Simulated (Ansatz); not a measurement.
# Effect of 3 layers on Sr

Consider Sr in the hcp (Mg type) structure (space group P6_3/mmc, No. 194; a = 4.190 Å, c = 6.886 Å). Axes: x lies along a and z along c of the hexagonal cell.

It is then changed as follows: a free-standing slab of 3 layers (3 atoms, 1 a layer) is cut normal to the z axis, with 15 Å of vacuum and the in-plane cell held at bulk.

All numbers come from PBEsol (Ansatz, a first-principles code), without spin-orbit coupling. Γ-centred 13×13×1 mesh, Fermi–Dirac width 0.05 eV, for the changed cell.

* **Layer's space group (with vacuum)**: P-6m2 (No. 187)
* **Band gap**: zero (base zero)
* **Excess energy per area of both faces (slab less bulk energy over the cell's area: twice a surface energy)**: 0.78 J/m² (uncertain by up to 0.03 J/m²)
* **Thickness between the outermost nuclei**: 6.66 Å
* **Change of the spacing d12 from its bulk value of 3.443 Å**: -3.3 %

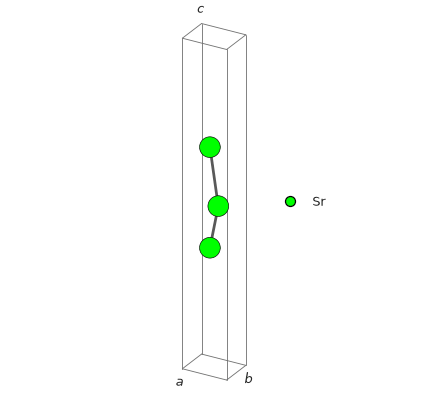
The relaxed cell after the change

Slab and bulk use different k-meshes, which limits the precision of the excess energy. No phonon test of stability was made. This is not the structure that Sr has at room temperature and ambient pressure.
